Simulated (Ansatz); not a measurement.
**CH4NSi (charge +1): density, localisation and related maps**

Input

```
crystal:
  periodic: [false, false, false]
  atoms:
    - {symbol: C, position_ang: [-0.779271, -0.510435, -0.326066]}
    - {symbol: Si, position_ang: [0.152378, 0.691374, -0.956952]}
    - {symbol: N, position_ang: [0.300615, -0.128542, 0.686834]}
    - {symbol: H, position_ang: [-1.531522, -1.267943, -0.184593]}
    - {symbol: H, position_ang: [0.882912, 1.754296, -1.657108]}
    - {symbol: H, position_ang: [-0.025173, 0.302342, 1.550245]}
    - {symbol: H, position_ang: [1.000060, -0.841093, 0.887642]}
basis:
  gaussian: {orbitals: def2-TZVPP}
total_charge: 1
hamiltonian: {xc: pbe0, dispersion: d4}
output: {orbitals: {seedname: orbitals}}
```

Run with:

```sh
ansatz run in.yaml --threads 2 --pin off --events-out ev --progress --plain --max-ram 4352MiB
```

Geometry: PBE0-D4/def2-TZVP.

These are results of RKS PBE0-D4/def2-TZVPP (Ansatz), not measurements.

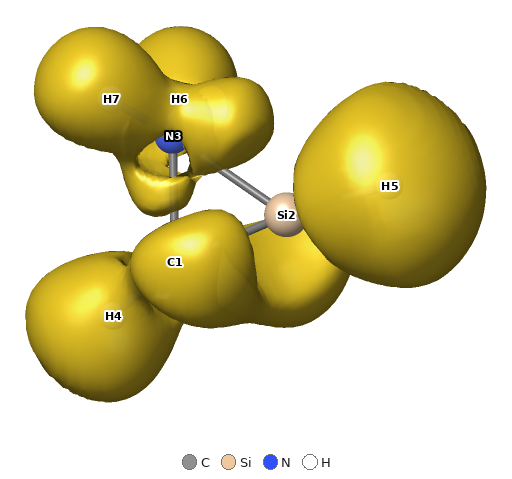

Figure 1. Isosurface of the ELF at 0.75 (yellow), seen at a tilt. Core shells and regions of very low density are left out.

Where are the electrons localised?

Answer. The ELF exceeds this value in one region around a hydrogen nucleus, one joined region spread over several atoms (C, H, Si), in which their bonds and any lone pairs are merged and one joined region spread over several atoms (H, N), in which their bonds and any lone pairs are merged.


C–N (1.53 Å): the ELF peaks at about 0.90 between the atoms, as expected for a covalent bond. C–Si (1.65 Å): the ELF peaks at about 0.80 between the atoms; localised, covalent bonding.

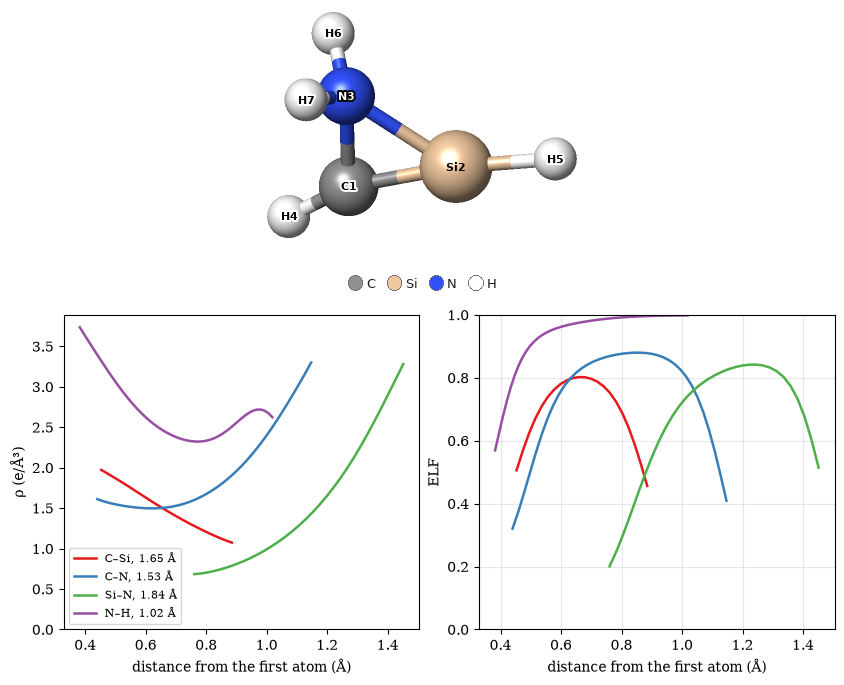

Figure 2. Total electron density and ELF along straight lines between neighbouring atoms. The curves leave out the atomic cores. The structure is drawn too.

Compare the contacts.

Answer. C–Si (1.65 Å): ρ is about 1.2 e/Å³ halfway; the ELF peaks at about 0.80 between the atoms: a covalent bond.
C–N (1.53 Å): the density is about 1.6 e/Å³ at the midpoint; the ELF peaks at about 0.90 between the atoms; a shared electron pair.
Si–N (1.84 Å): ρ is about 0.84 e/Å³ halfway; the ELF peaks at about 0.85 between the atoms, as expected for a shared but strongly polarised pair.
N–H (1.02 Å): ρ is about 3 e/Å³ halfway; the ELF climbs to about 1 towards the hydrogen, as it does in any bond to H (an ordinary covalent bond to hydrogen).

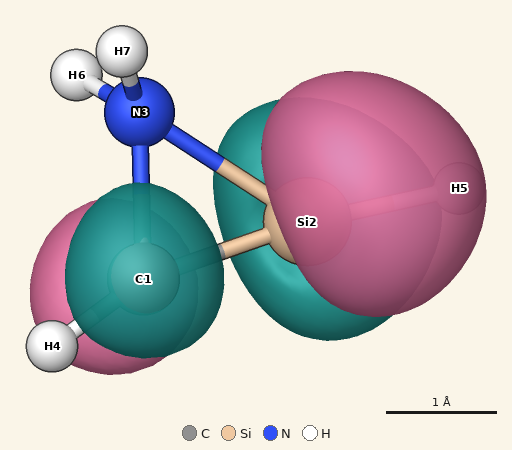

Figure 3. One frontier orbital at ±0.15 Å⁻³ᐟ² (teal and pink are the two phases), seen at a tilt.

Which orbital is it: HOMO or LUMO?

Answer. The LUMO, at −7.17 eV. Its weight (Hirshfeld) is mainly on Si2 (about 60 %), C1 (about 25 %) and H5 (about 5 %); π-antibonding (π*) across Si2–C1.
